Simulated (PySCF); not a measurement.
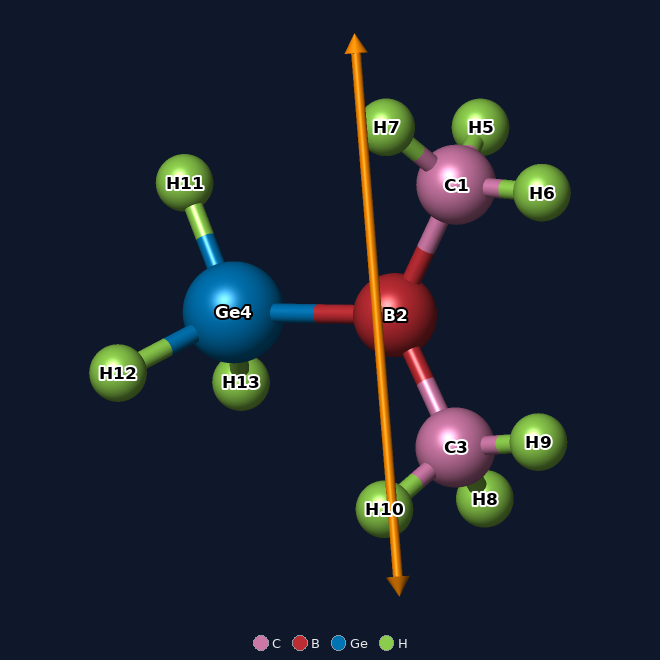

The double arrow shows the direction of the transition dipole to excited singlet state 7 (its length means nothing). The geometry was computed by an optimisation with GFN2-xTB. No frequency run is at hand to confirm it as a minimum. Method: TDDFT CAM-B3LYP/def2-SVPD, vertical, gas phase, core orbitals frozen in the response (PySCF 2.14.0).

**Give its energy, strength and character.**

8.32 eV (149 nm), oscillator strength 0.12, mainly HOMO−1 → LUMO+1 (weight 0.87); transition dipole 1.98 D.

The geometry is semi-empirical. Around B, Ge such bond lengths and angles can be off by a tenth of an ångström or more and by several degrees, and values that hang on the shape move with them.
